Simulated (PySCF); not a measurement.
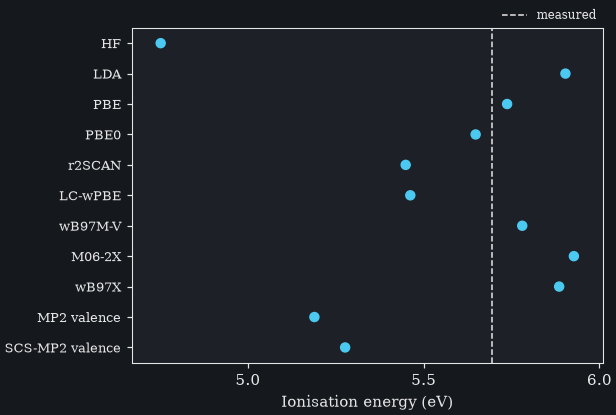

The ionisation energy of an atom or ion with 38 electrons in the configuration [Kr] 5s² by several methods. PySCF, aug-cc-pVDZ-X2C, spin-free X2C-1e, unrestricted single determinants, no spin-orbit coupling. Methods marked “valence” freeze 36 core electrons.

> Name the element and charge.

Neutral strontium. The values run from 4.75 eV (HF) to 5.93 eV (M06-2X). The measured value is 5.69 eV; nearest to it come PBE (+0.04) and PBE0 (−0.05), furthest HF (−0.94 eV).
